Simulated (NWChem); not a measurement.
# One shape, several levels: C2F4 (SMILES FC(F)=C(F)F)

Aim: a comparison of 6 runs (B3LYP/6-31G*, BHLYP/6-31G*, CAM-B3LYP/6-31G*, M06-L/6-31G*, TPSS/6-31G*, r2SCAN/6-31G*) of C2F4. 

The results are computed with NWChem 7.3.0.

## Step 1: Starting point

C2F4: 6 atoms, total charge 0, spin state singlet. As SMILES, `FC(F)=C(F)F`. The shape is that of a PBE0-D4/def2-TZVP optimisation.

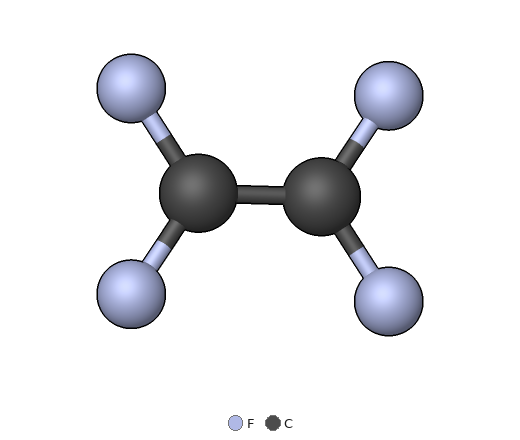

The structure, seen from a chosen angle (fluorine light blue, carbon dark grey).

## Step 2: Energy and gradient at B3LYP/6-31G(d) (spherical functions) (run 1)

c2f4.nw

```
start c2f4
title "C2F4 B3LYP"
memory stack 880 mb heap 220 mb global 1100 mb
charge 0

geometry units angstroms noautosym nocenter noautoz
  F        1.169200      -1.134500      -0.708000
  C        0.202500      -0.640200       0.025700
  F       -0.337500      -1.520600       0.832300
  C       -0.188400       0.618800      -0.041100
  F        0.351500       1.499300      -0.847600
  F       -1.155200       1.113100       0.692600
end

basis spherical bse
  * library 6-31G*
end

dft
  xc b3lyp
  grid xfine
  convergence energy 1e-08
  iterations 100
  mulliken
  print low
end

task dft gradient
```

Started as:

```
$ nwchem c2f4.nw > c2f4.out
```

Output:

```text
[...]
 d= 0,ls=0.0,diis     1   -475.3281789960 -7.21D+02  1.93D-02  1.56D+00     1.2
[...]
 d= 0,ls=0.0,diis     8   -475.4938928559 -1.37D-10  2.82D-07  1.91D-09     7.9
         Total DFT energy =     -475.493892855889
      One electron energy =    -1147.355388520780
           Coulomb energy =      479.081987618897
    Exchange-Corr. energy =      -52.775730429949
 Nuclear repulsion energy =      245.555238475942
[...]
      Total Density - Mulliken Population Analysis
     ---------------------------------------------
    Atom       Charge   Shell Charges
 -----------   ------   -------------------------------------------------------
    1 F    9     9.25   2.00  0.94  3.32  1.02  1.96  0.02
    2 C    6     5.50   2.00  0.66  1.98  0.25  0.49  0.12
    3 F    9     9.25   2.00  0.94  3.32  1.02  1.96  0.02
    4 C    6     5.50   2.00  0.66  1.98  0.25  0.49  0.12
    5 F    9     9.25   2.00  0.94  3.32  1.02  1.96  0.02
    6 F    9     9.25   2.00  0.94  3.32  1.02  1.96  0.02
[...]
                         DFT ENERGY GRADIENTS
    atom               coordinates                        gradient
                 x          y          z           x          y          z
   1 F       2.209468  -2.143894  -1.337926   -0.011352   0.004380   0.009101
   2 C       0.382670  -1.209803   0.048566    0.001513  -0.004782   0.000235
   3 F      -0.637783  -2.873517   1.572819    0.007138   0.009086  -0.009787
   4 C      -0.356024   1.169362  -0.077668   -0.001446   0.004754  -0.000285
   5 F       0.664239   2.833266  -1.601732   -0.007160  -0.009094   0.009812
   6 F      -2.183011   2.103454   1.308824    0.011307  -0.004345  -0.009075
 Task  times  cpu:        9.7s     wall:        9.7s
 Total times  cpu:        9.8s     wall:        9.8s
```

Wall time 11 s (1 thread of AMD EPYC 9R45 (Zen 5), shared host); peak memory 0.13 GiB.

## Step 3: Energy and gradient at BHLYP/6-31G(d) (spherical functions) (run 2)

nw.nw

```
START nw
TITLE "C2F4 gradient"
memory stack 880 mb heap 220 mb global 1100 mb
charge 0

GEOMETRY units angstroms noautosym nocenter noautoz
F      1.169200    -1.134500    -0.708000
C      0.202500    -0.640200     0.025700
F     -0.337500    -1.520600     0.832300
C     -0.188400     0.618800    -0.041100
F      0.351500     1.499300    -0.847600
F     -1.155200     1.113100     0.692600
END

BASIS spherical bse
F library 6-31G*
C library 6-31G*
END

DFT
xc bhlyp
grid xfine
convergence energy 1e-08
maxiter 100
mulliken
noprint "final vectors analysis"
END

TASK dft gradient
```

Started as:

```
$ nwchem nw.nw > nw.out
```

Output:

```text
[...]
          Wavefunction type:  closed shell.
          No. of atoms     :     6
          No. of electrons :    48
[...]
          Charge           :     0
          Spin multiplicity:     1
[...]
          AO basis - number of functions:    84
[...]
              XC Information
              --------------
                        BHLYP Method XC Functional
                     Hartree-Fock (Exact) Exchange  0.500
                        Slater Exchange Functional  0.500 local
                    Becke 1988 Exchange Functional  0.500 non-local
              Lee-Yang-Parr Correlation Functional  1.000
[...]
 d= 0,ls=0.0,diis     1   -475.1670199769 -7.21D+02  1.34D-02  1.31D+00     1.1
[...]
 d= 0,ls=0.0,diis     8   -475.3100184357 -1.37D-09  1.19D-07  1.39D-10     8.1
         Total DFT energy =     -475.310018435688
      One electron energy =    -1147.164757998331
           Coulomb energy =      478.914407674210
    Exchange-Corr. energy =      -52.614906587509
 Nuclear repulsion energy =      245.555238475942
[...]
      Total Density - Mulliken Population Analysis
     ---------------------------------------------
    Atom       Charge   Shell Charges
 -----------   ------   -------------------------------------------------------
    1 F    9     9.30   2.00  0.94  3.31  1.03  2.00  0.02
    2 C    6     5.40   2.00  0.65  1.93  0.24  0.46  0.13
    3 F    9     9.30   2.00  0.94  3.31  1.03  2.00  0.02
    4 C    6     5.40   2.00  0.65  1.93  0.24  0.46  0.13
    5 F    9     9.30   2.00  0.94  3.31  1.03  2.00  0.02
    6 F    9     9.30   2.00  0.94  3.31  1.03  2.00  0.02
[...]
  wavefunction    = closed shell
                         DFT ENERGY GRADIENTS
    atom               coordinates                        gradient
                 x          y          z           x          y          z
   1 F       2.209468  -2.143894  -1.337926    0.001439  -0.001669  -0.000776
   2 C       0.382670  -1.209803   0.048566    0.002903  -0.009257   0.000474
   3 F      -0.637783  -2.873517   1.572819   -0.000289  -0.002144   0.001005
   4 C      -0.356024   1.169362  -0.077668   -0.002835   0.009227  -0.000524
   5 F       0.664239   2.833266  -1.601732    0.000267   0.002139  -0.000980
   6 F      -2.183011   2.103454   1.308824   -0.001485   0.001705   0.000801
[...]
```

It took 11 s on 1 thread of AMD EPYC 9R45 (Zen 5), shared host; peak memory 0.13 GiB.

Runs 3 to 5 aren't shown in full; the table further down has their settings and results.

## Step 4: Energy and gradient at r2SCAN/6-31G(d) (spherical functions) (run 6)

run.py

```python
from ase import Atoms
from ase.calculators.nwchem import NWChem

molecule = Atoms(['F', 'C', 'F', 'C', 'F', 'F'], positions=[
    [1.169200, -1.134500, -0.708000],
    [0.202500, -0.640200, 0.025700],
    [-0.337500, -1.520600, 0.832300],
    [-0.188400, 0.618800, -0.041100],
    [0.351500, 1.499300, -0.847600],
    [-1.155200, 1.113100, 0.692600],
])

calc = NWChem(
    label='mymol',
    theory='dft',
    memory='2200 mb',
    basis='6-31G*',
    basispar='spherical bse',
    dft={'xc': 'r2scan', 'mult': '1', 'grid': 'xfine', 'convergence': 'energy 1e-08', 'iterations': '100', 'mulliken': None},
)
molecule.calc = calc

forces = molecule.get_forces()
print(f"energy = {molecule.get_potential_energy():.6f} eV")
print("forces (eV/A):")
for s, f in zip(molecule.symbols, forces):
    print(f"{s:2s} {f[0]:10.5f} {f[1]:10.5f} {f[2]:10.5f}")
print("dipole (e A):", molecule.get_dipole_moment().round(4))
```

Started as:

```
$ export ASE_NWCHEM_COMMAND="nwchem PREFIX.nwi > PREFIX.nwo"
$ python run.py
```

Output:

```text
energy = -12933.448762 eV
forces (eV/A):
F     0.58050   -0.20425   -0.47216
C    -0.03178    0.09775   -0.00411
F    -0.37631   -0.44773    0.50527
C     0.02833   -0.09652    0.00679
F     0.37754    0.44830   -0.50666
F    -0.57824    0.20250    0.47087
dipole (e A): [ 0.0001 -0.0001 -0.0001]
```

The calculator wrote mymol.nwi:

```
title "mymol"

permanent_dir mymol

scratch_dir mymol

start mymol

geometry units angstrom nocenter noautosym noautoz
  F  1.1692000000000000e+00 -1.1345000000000001e+00 -7.0799999999999996e-01
  C  2.0250000000000001e-01 -6.4019999999999999e-01 2.5700000000000001e-02
  F  -3.3750000000000002e-01 -1.5206000000000000e+00 8.3230000000000004e-01
  C  -1.8840000000000001e-01 6.1880000000000002e-01 -4.1099999999999998e-02
  F  3.5149999999999998e-01 1.4993000000000001e+00 -8.4760000000000002e-01
  F  -1.1552000000000000e+00 1.1131000000000000e+00 6.9259999999999999e-01
end

memory 2200 mb

basis spherical bse noprint
   * library 6-31G*
end

dft
  xc r2scan
  mult 1
  grid xfine
  convergence energy 1e-08
  iterations 100
  mulliken
end

task dft gradient
```

mymol.nwo, cut to the lines that bear on the results:

```text
[...]
         Total DFT energy =     -475.295479282932
[...]
  wavefunction    = closed shell
                         DFT ENERGY GRADIENTS
    atom               coordinates                        gradient
                 x          y          z           x          y          z
   1 F       2.209468  -2.143894  -1.337926   -0.011289   0.003972   0.009182
   2 C       0.382670  -1.209803   0.048566    0.000618  -0.001901   0.000080
   3 F      -0.637783  -2.873517   1.572819    0.007318   0.008707  -0.009826
   4 C      -0.356024   1.169362  -0.077668   -0.000551   0.001877  -0.000132
   5 F       0.664239   2.833266  -1.601732   -0.007342  -0.008718   0.009853
   6 F      -2.183011   2.103454   1.308824    0.011245  -0.003938  -0.009157
[...]
```

Wall time 14 s (1 thread of AMD EPYC 9R45 (Zen 5), shared host); peak memory 0.13 GiB.

## Step 5: All runs side by side

```tsv
run	level	energy (Eh)	largest force (eV/Å)	wall time
1	B3LYP/6-31G* (spherical functions)	-475.493893	0.781	11 s
2	BHLYP/6-31G* (spherical functions)	-475.310018	0.499	11 s
3	CAM-B3LYP/6-31G* (spherical functions)	-475.369127	0.431	27 s
4	M06-L/6-31G* (spherical functions)	-475.448597	0.567	17 s
5	TPSS/6-31G* (spherical functions)	-475.538048	1.285	13 s
6	r2SCAN/6-31G* (spherical functions)	-475.295479	0.776	14 s
```

## Step 6: What came out

```
                       quantity          value
            run 6: total energy  -475.29548 Eh
           run 6: dipole moment         0.00 D
             run 6: HOMO energy       -5.87 eV
             run 6: LUMO energy        0.48 eV
           run 6: HOMO–LUMO gap        6.35 eV
run 6: largest force on an atom     0.776 eV/Å
```

In words: Over runs 3, 4, 5, 6 the HOMO–LUMO gap runs from 6.04 eV (TPSS/6-31G*) to 10.95 eV (CAM-B3LYP/6-31G*). Totals of different functionals can't be ranked against each other. All runs together took 93 s, the longest 27 s.
